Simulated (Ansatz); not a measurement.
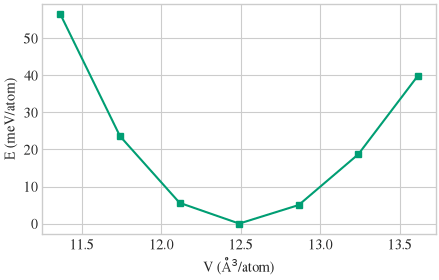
Ti2C in space group R-3m (No. 166; Ti on 6c, C on 3b) under volume change, the program Ansatz at the LDA level (PAW), shape and atoms relaxed at each volume.

**Question.** What does a third-order Birch–Murnaghan fit give for V₀, B₀ and B′?

**Answer.** V₀ = 12.49 Å³/atom, B₀ = 149 GPa, B′ = 4.7.

The workflow started from a Materials Project entry (that database holds measured and hypothetical structures alike); the Crystallography Open Database copy checked does not list it. Its standing as an ambient phase is unchecked. The cell was relaxed with LDA under the symmetry of its start; of distortions, only those at the zone centre were tested. The run is not spin-polarised.

Potentials: the later of the program's two PAW sets.
